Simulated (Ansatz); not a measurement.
A series of calculations on TiN3H8OF

**1. Relaxation**

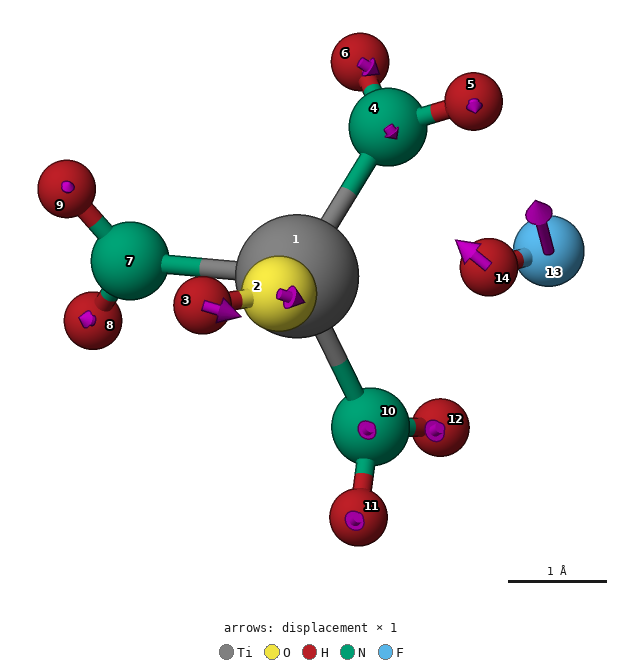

A relaxation of TiN$_{3}$H$_{8}$OF. The starting structure is drawn; purple arrows show the displacements, at their true length. The two geometries are superimposed by the best rigid fit.

The picture is a ball-and-stick view, seen at a tilt.

The run prepares an end point of a later path (reaction) calculation, from a guessed geometry.

Method: RHF/def2-SVP (Ansatz 0.2.0). Set-up: no spin polarisation; force threshold 0.03 eV/Å; at most 50 steps.

Atoms of which element are displaced furthest, and by how much?

Answer. Fluorine: up to 0.88 Å, against 0.45 Å for hydrogen.

Describe the change and its energy.

Answer. The energy falls by 0.209 eV in 11 accepted moves (12 points after the start). The largest force component goes from 1 to 0.0087 eV/Å. The line search rejected the trial step at point 3 of the run. The largest move after the best rigid fit is that of F13, 0.88 Å. Largest moves by element: F 0.88 Å, H 0.45 Å, O 0.32 Å, N 0.23 Å, Ti 0.13 Å. Among the contacts that change: Ti1–F13 3.034 → 3.511 Å, Ti1–H14 2.982 → 2.884 Å, Ti1–O2 1.884 → 1.838 Å, F13–H14 0.911 → 0.918 Å. Bond angles that change, for instance: O2–Ti1–N4 114.3° → 108.0°, Ti1–O2–H3 129.2° → 133.5°, O2–Ti1–N7 108.3° → 111.8°. Cost: 29 s on 4 threads of Arm Neoverse V1 (shared host), peak memory 0.42 GiB.

Limits of the set-up: Hartree-Fock leaves out electron correlation.

**2. Relaxation**

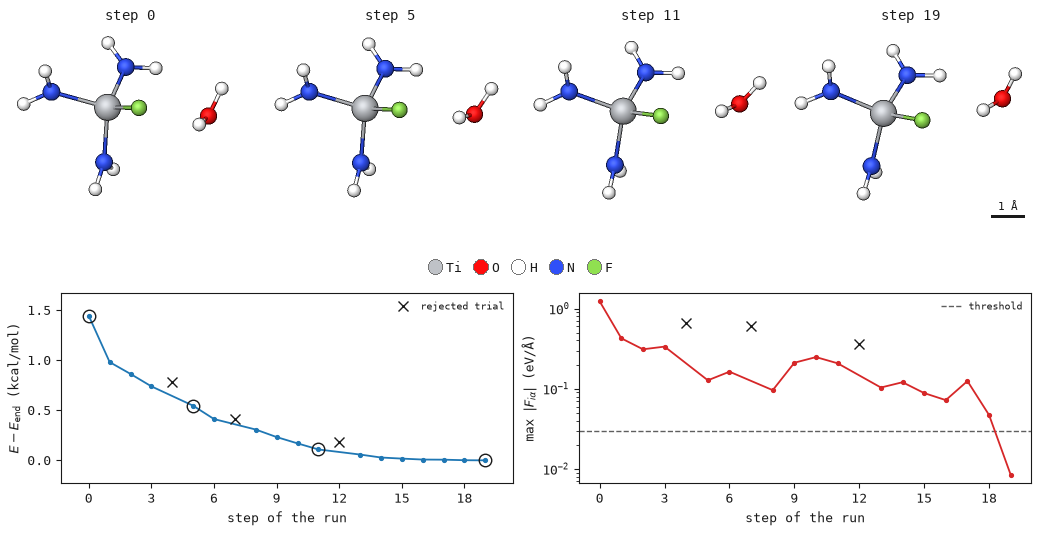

Frames of a relaxation of TiN₃H₈OF, marked on the history of the run. Style: ball-and-stick. Shown face on.

The run prepares an end point of a later path (reaction) calculation, from a guessed geometry.

All numbers below come from RHF/def2-SVP (Ansatz). Set-up: no spin polarisation; force threshold 0.03 eV/Å; at most 50 steps.

> What happens along the run?

The energy falls by 1.44 kcal/mol in 16 accepted moves (19 points after the start). The largest force component goes from 1.2 to 0.0085 eV/Å. The line search rejected the trial steps at points 4, 7, 12 of the run. The largest move after the best rigid fit is that of an H atom, 0.73 Å. Largest moves by element: H 0.73 Å, O 0.70 Å, F 0.49 Å, N 0.42 Å, Ti 0.24 Å. Among the contacts that change: O–Ti 3.121 → 3.682 Å, H–Ti 2.935 → 3.133 Å, F–Ti 1.815 → 1.793 Å, H–O 0.971 → 0.950 Å. Among the angles between lasting bonds that change: N–Ti–F 115.3° → 107.6°, N–Ti–F 105.2° → 111.0°, N–Ti–N 107.2° → 110.2°. The run took 43 s on 4 threads of Arm Neoverse V1 (shared host), peak memory 0.42 GiB. From step 0 to 5: an H atom moves most (0.30 Å), energy −0.90 kcal/mol. From step 5 to 11: an H atom moves most (0.39 Å), energy −0.44 kcal/mol. From step 11 to 19: an H atom moves most (0.33 Å), energy −0.11 kcal/mol.

Limits of the set-up: Hartree-Fock leaves out electron correlation.

**3. Path**

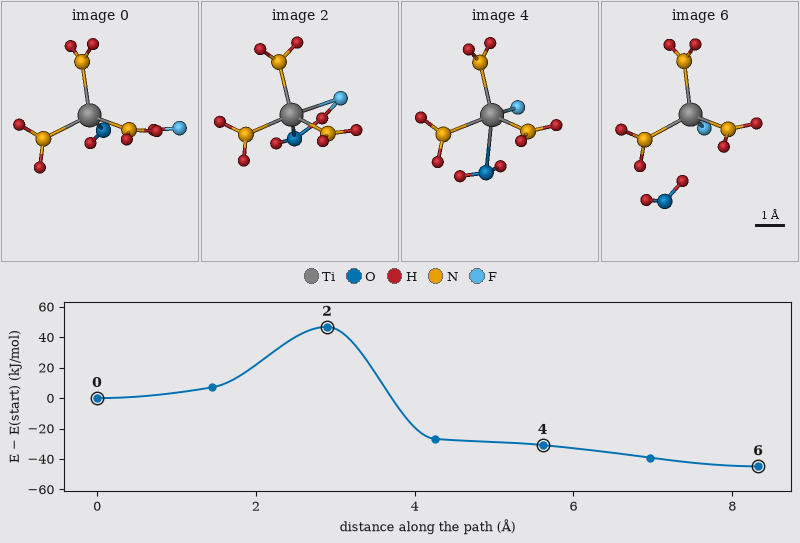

A nudged-elastic-band calculation for TiN$_{3}$H$_{8}$OF. Images are numbered from 0 (start) to 6 (end). The picture is a ball-and-stick view, seen at a tilt.

All numbers below come from RHF/def2-SVP in Ansatz. Set-up: 5 movable images; climbing image; force threshold 0.03 eV/Å; iteration limit 60; starting path through a guess of the saddle point.

Question: Describe the mechanism and the energy profile.

Answer: Breaking: F–H (0.92 → 2.03 Å), O–Ti (1.84 → 3.68 Å). Forming: H–O (1.74 → 0.95 Å), F–Ti (3.51 → 1.79 Å). The highest point, image 2, lies 46.8 kJ/mol above the start and 91.7 kJ/mol above the end; the end is at −44.8 kJ/mol relative to the start. The band converged in 21 iterations. The largest component of the band force went from 6.6 to 0.024 eV/Å. The climbing image converged on the top of the path. Its vibrational analysis gives one imaginary mode (1076i cm⁻¹), as a transition state must have.

Limits of the set-up: Hartree-Fock leaves out electron correlation.

The run took 3.5 min on 4 threads of Arm Neoverse V1, on a shared host, peak memory 0.46 GiB.
